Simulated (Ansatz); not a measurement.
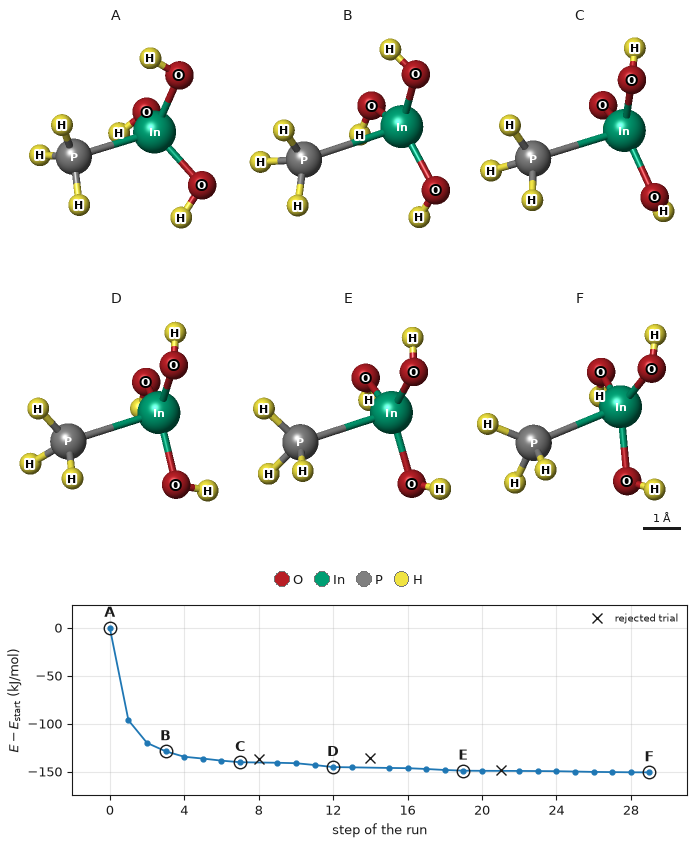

Frames of a relaxation of InPH6O3 (coarse preliminary run), marked on the history of the run. Style: ball-and-stick. Shown from a free direction.

The start comes from a force field.

Computed with Ansatz, RKS PBE-D4/def2-SVP.

Input
```yaml
crystal:
  periodic: [false, false, false]
  atoms:
    - {symbol: O, position_ang: [-1.133700, 0.686900, 2.009100]}
    - {symbol: In, position_ang: [0.002600, -0.355400, 0.787200]}
    - {symbol: O, position_ang: [1.809600, -0.493400, 1.586500]}
    - {symbol: O, position_ang: [-0.697600, -2.183600, 0.554000]}
    - {symbol: P, position_ang: [0.167500, 0.752100, -1.444200]}
    - {symbol: H, position_ang: [-1.830300, 1.178200, 1.383400]}
    - {symbol: H, position_ang: [2.484900, -0.464900, 0.829300]}
    - {symbol: H, position_ang: [-1.319500, -2.099600, -0.243300]}
    - {symbol: H, position_ang: [-0.567700, 1.975200, -1.358500]}
    - {symbol: H, position_ang: [1.517200, 1.042100, -1.688200]}
    - {symbol: H, position_ang: [-0.367700, -0.094500, -2.394600]}
basis:
  gaussian: {orbitals: def2-SVP}
hamiltonian: {xc: pbe, dispersion: d4}
relax: {f_tol: 0.03, max_steps: 200}
```

Launched with:
```bash
ansatz run in.yaml --threads 4 --pin off --events-out ev --progress --plain --max-ram 11315MiB
```

> What happens along the run?

After 26 accepted moves (29 points after the start) the energy has fallen by 150.7 kJ/mol. Largest force component: 3 eV/Å at the start, 0.0094 eV/Å at the end. The line search rejected the trial steps at points 8, 14, 21 of the run. The atom that moves furthest after the best rigid fit is H11 (1.30 Å). By element the largest moves are H 1.30 Å, O 1.16 Å, In 0.29 Å, P 0.16 Å. Among the contacts that change: In2–P5 2.497 → 2.836 Å, O1–In2 1.967 → 2.051 Å, O1–H6 1.057 → 0.978 Å, In2–O4 1.972 → 2.032 Å. Bond angles that change, for instance: O1–In2–P5 111.0° → 73.8°, In2–P5–H10 108.1° → 138.0°, H10–P5–H11 112.3° → 97.5°. Groups turn about In2–P5 by about 65°. Cost: 35 s on 4 threads of Arm Neoverse V2 (shared host). From step 0 to 3: In2 moves most (0.46 Å), energy −128.8 kJ/mol. From step 3 to 7: H8 moves most (0.65 Å), energy −11.4 kJ/mol. From step 7 to 12: O1 moves most (0.46 Å), energy −5.07 kJ/mol. From step 12 to 19: H6 moves most (0.59 Å), energy −3.77 kJ/mol. From step 19 to 29: H6 moves most (0.55 Å), energy −1.73 kJ/mol.

| step | E − E(0), kJ/mol | largest force component, eV/Å | note |
| --- | --- | --- | --- |
| 0 | 0.00 | 2.9924 |  |
| 1 | -96.34 | 0.9688 |  |
| 2 | -120.01 | 0.4183 |  |
| 3 | -128.76 | 0.1990 |  |
| 4 | -134.45 | 0.0763 |  |
| 5 | -136.33 | 0.2474 |  |
| 6 | -138.50 | 0.3468 |  |
| 7 | -140.14 | 0.0600 |  |
| 8 | -136.76 | 1.1065 | rejected |
| 9 | -140.71 | 0.1252 |  |
| 10 | -141.18 | 0.4468 |  |
| 11 | -143.04 | 0.3027 |  |
| 12 | -145.21 | 0.1385 |  |
| 13 | -145.47 | 0.1928 |  |
| 14 | -135.30 | 2.7272 | rejected |
| 15 | -146.12 | 0.0362 |  |
| 16 | -146.34 | 0.4516 |  |
| 17 | -147.20 | 0.0901 |  |
| 18 | -148.24 | 0.0863 |  |
| 19 | -148.98 | 0.0332 |  |
| 20 | -149.11 | 0.0478 |  |
| 21 | -147.78 | 0.7553 | rejected |
| 22 | -149.23 | 0.0361 |  |
| 23 | -149.36 | 0.1436 |  |
| 24 | -149.51 | 0.1158 |  |
| 25 | -149.86 | 0.3002 |  |
| 26 | -150.25 | 0.2361 |  |
| 27 | -150.45 | 0.2842 |  |
| 28 | -150.65 | 0.1091 |  |
| 29 | -150.71 | 0.0094 |  |
